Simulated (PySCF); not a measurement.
The calculation's input:

```
{"job": {"kind": "nmr", "xc": "PBE0", "basis": "pcSseg-1"}, "charge": 0, "multiplicity": 1}
C      2.020811     1.288567    -0.353048
C      1.385498    -0.090358    -0.241501
C      0.328118    -0.150968     0.860692
C     -0.165774    -1.583351     1.090539
C     -1.271342    -1.862611     0.072690
O     -2.046363    -0.704946    -0.116534
Si    -1.337846     0.669521     0.415028
N     -1.315981     1.762799    -0.917590
H      1.269100     2.025394    -0.620139
H      2.796633     1.290291    -1.116030
H      2.470244     1.579272     0.594879
H      0.934540    -0.355923    -1.199453
H      2.167585    -0.826620    -0.027257
H      0.778557     0.220374     1.783517
H      0.634381    -2.320364     1.002681
H     -0.593245    -1.656203     2.092373
H     -1.935631    -2.664515     0.408672
H     -0.842853    -2.150608    -0.893783
H     -2.043752     1.146486     1.611598
H     -2.074270     1.663099    -1.574007
H     -1.167329     2.737607    -0.719097
```

Launched as:

```sh
OMP_NUM_THREADS=1 python probes_run.py task.json out
```

Geometry: GFN2-xTB.

Level of theory: PBE0/pcSseg-1, SCF density, gas phase, non-relativistic in PySCF.

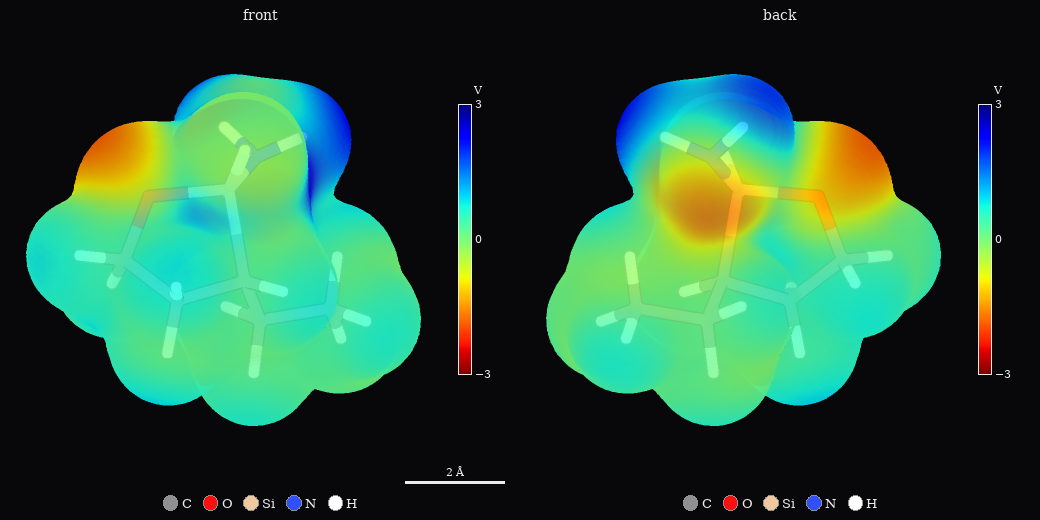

C$_{5}$H$_{13}$NOSi. The electrostatic potential painted on the density surface at 0.004 e/bohr³, seen from the front and from behind; red is negative and blue positive.

Where is the surface potential most negative and most positive?

Answer. The most negative region (about −1.8 V) lies over O6, the most positive (about +2.4 V) over Si7. O6 is the likeliest acceptor of a hydrogen bond.

What dipole moment does the calculation give?

Answer. Its dipole moment is 0.87 D.
